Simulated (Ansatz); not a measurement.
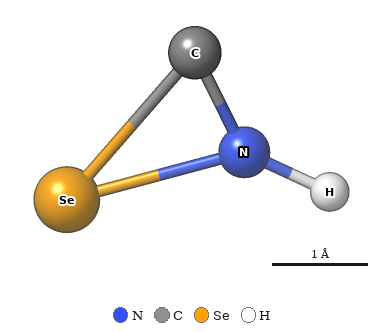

Figure 1. The input geometry (ball-and-stick view, seen at a tilt). Bond lengths as drawn: C–N 1.24 Å, C–Se 2.11 Å, H–N 1.01 Å and N–Se 1.94 Å.

# Run report: CHNSe, single-point calculation

The run: single-point calculation of CHNSe. Method and program: RKS r2SCAN-D4/def2-TZVPP (Ansatz 0.2.0).

The geometry comes from this level: PBE0-D4/def2-TZVP.

Output
```
Functional definition: r2SCAN
  name "r2SCAN"
  cite "Furness, Kaplan, Ning, Perdew & Sun, J. Phys. Chem. Lett. 11, 8208 (2020) doi:10.1021/acs.jpclett.0c02405"
  cite "Furness, Kaplan, Ning, Perdew & Sun, J. Phys. Chem. Lett. 11, 9248 (2020) doi:10.1021/acs.jpclett.0c03077"
  parent r2scan
  parameter k0 = 0.174
  parameter k1 = 0.065
  parameter a1 = 4.9479
  exchange = r2scan_x(k0 = k0, k1 = k1, a1 = a1)
  correlation = r2scan_c
781 factors; their error is unknown
mean field evaluation 1: about -67882.3163 eV, gradient 5.5e1 eV
mean field evaluation 2: about -67857.9487 eV, gradient 1.1e2 eV
mean field evaluation 4: about -67888.5597 eV, gradient 8.6e0 eV
mean field evaluation 8: about -67888.7431 eV, gradient 1.8e-1 eV
mean field evaluation 16: about -67888.7101 eV, gradient 5.7e-5 eV
mean field -67888.71005127 eV, -2494.8640777637 hartree, gradient 1.1e-5 eV, S^2 0.000000; 0 other end points of the search recorded, 0 dependent functions left out
reference -67888.71005936 eV, -2494.8640780611 hartree; 24, 24 occupied and 100, 100 virtual orbitals, 781 factors
Total energy: -67888.72529529 eV, -2494.8646379713 hartree
```

This output came from the following input.

The input
```yaml
crystal:
  periodic: [false, false, false]
  atoms:
    - {symbol: N, position_ang: [-0.440722, 0.278433, -0.425421]}
    - {symbol: C, position_ang: [0.231678, 0.090467, 0.599396]}
    - {symbol: Se, position_ang: [1.087803, -0.626774, -1.194510]}
    - {symbol: H, position_ang: [-1.313010, 0.678675, -0.740831]}
basis:
  gaussian: {orbitals: def2-TZVPP}
hamiltonian: {xc: r2scan, dispersion: d4}
```

Launch command:
```bash
ansatz run in.yaml --threads 2 --pin off --events-out ev --progress --plain --max-ram 4352MiB
```

Key numbers

| quantity | value |
| --- | --- |
| outcome | converged |
| total energy | −67888.7253 eV |
| mean-field energy | −67888.7101 eV |
| dispersion energy | −0.0152 eV |
| SCF solution under orbital rotations | stable |
| hardware | 2 threads of Arm Neoverse V1, 95 GiB of memory available, shared host |
| wall time | 2.8 s (CPU time 5.2 s) |
| peak memory | 0.3 GiB |
